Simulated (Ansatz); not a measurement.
Consider AlBGaH3.

```csv
atom,x (Å),y (Å),z (Å)
Al,-0.3828,-0.7745,-0.8475
B,-0.7522,0.1210,0.8744
Ga,0.8424,-0.0812,2.3400
H,-0.7152,1.3442,0.8759
H,-1.5964,-0.4009,1.5904
H,0.4384,-1.6325,-1.9144
```

Geometry: B3LYP-D3(BJ)/def2-SVP.

These are results of isolated molecule in a Gaussian basis; Kohn-Sham density functional theory, functional PBE0 in Ansatz, not measurements.

Q: What will maps of the electron density and electron localisation function show?

A: Al–B (1.98 Å): ρ at the midpoint is about 0.58 e/Å³; the ELF peaks at about 0.90 between the atoms: localised, covalent bonding.
Ga–B (2.18 Å): ρ at the midpoint is about 0.47 e/Å³; the ELF peaks at about 0.75 in the valence shell of B, 0.9 Å from its nucleus, and is about 0.55 at the midpoint.
Al–H (1.60 Å): ρ is about 0.54 e/Å³ halfway; the ELF climbs to about 1 towards the hydrogen.

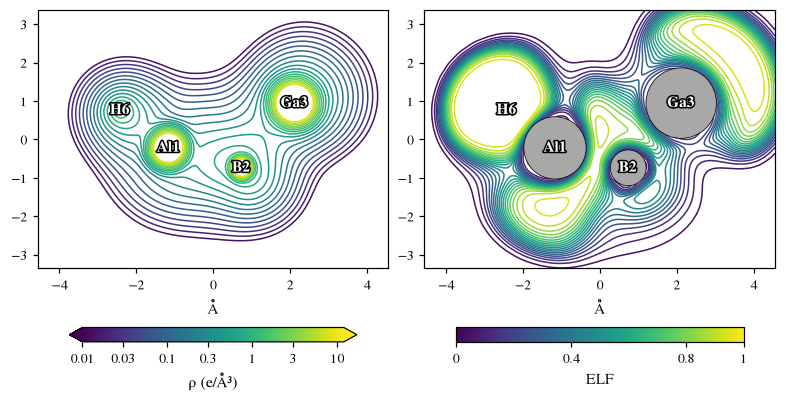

Computed electron density and electron localisation function on the plane of atoms B2, Al1 and H6, in this order. Grey discs cover the atomic cores in the ELF map. 
